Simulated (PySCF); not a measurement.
Be(H)(OMe), SMILES [BeH][O]C (CH4BeO) at its B3LYP/def2-SVP optimised geometry (Å):

```
7

Be     0.9300     0.2189     0.0000
H      2.2569     0.2189     0.0000
O     -0.4657     0.2199    -0.0016
C     -1.8483     0.2097     0.0099
H     -2.2569     0.6208    -0.9312
H     -2.2382    -0.8179     0.1267
H     -2.2441     0.8179     0.8437
```

Computed with B3LYP/def2-TZVP (PySCF 2.14.0).

Map of the electrostatic potential (hartree/e), clipped to [-0.08, 0.12] on the plane z = 1.2 Å:

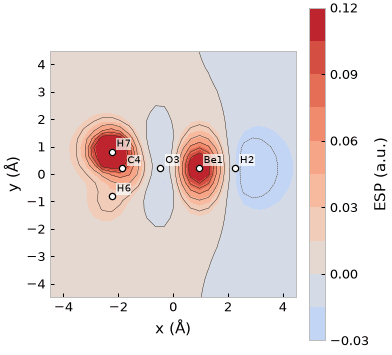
Figure. Electrostatic potential (hartree/e), clipped to [-0.08, 0.12] on the plane z = 1.2 Å.
